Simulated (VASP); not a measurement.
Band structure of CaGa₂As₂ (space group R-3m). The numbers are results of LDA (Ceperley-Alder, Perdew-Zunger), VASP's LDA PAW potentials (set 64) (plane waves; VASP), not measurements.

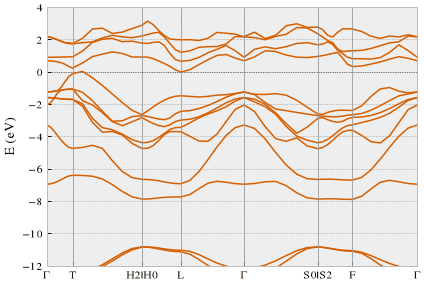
*Bands along high-symmetry lines, zero at the valence-band maximum or, without a gap, the Fermi level*

Q: Read the plot: is there a gap, and where are the band edges?

A: It has no gap at this level: it comes out as a metal or semimetal.

The structure comes from a computed database's CaGa2As2 entry; how it stands against other phases isn't given here. The cell was not relaxed at this level. The k-mesh is coarse (spacing up to 0.37 per Å, 2π included), so the numbers may not be converged in it.
